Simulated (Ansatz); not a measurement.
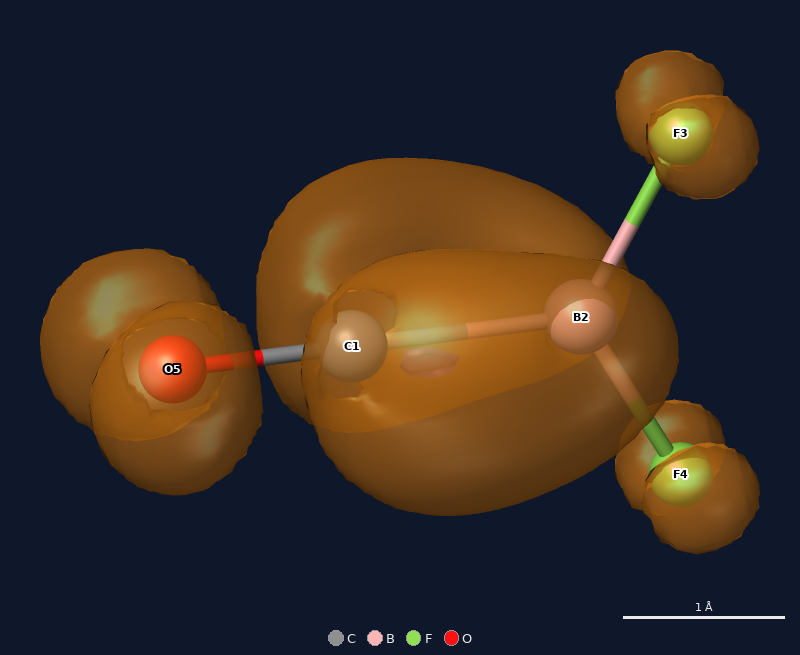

Figure 1: CBF$_{2}$O (doublet). Isosurfaces of the spin density at +0.03 (orange) and −0.03 e/Å³ (purple), seen at an oblique angle.

Geometry: B3LYP/6-31G*.

The calculation used Ansatz 0.2.0, isolated molecule in a Gaussian basis; Kohn-Sham density functional theory, functional PBE0.

```xyz
5

C    -0.7161   -1.6542    1.4630
B    -0.9198   -0.1999    1.1563
F    -1.3640    0.6126    2.1125
F    -0.6528    0.2526   -0.0666
O    -0.5571   -2.7891    1.7023
```

Which atoms carry the spin?

The unpaired spin (1 electron) lies mostly on C1 (about 0.4), B2 (about 0.3) and O5 (about 0.3), in electrons by Hirshfeld's partition.
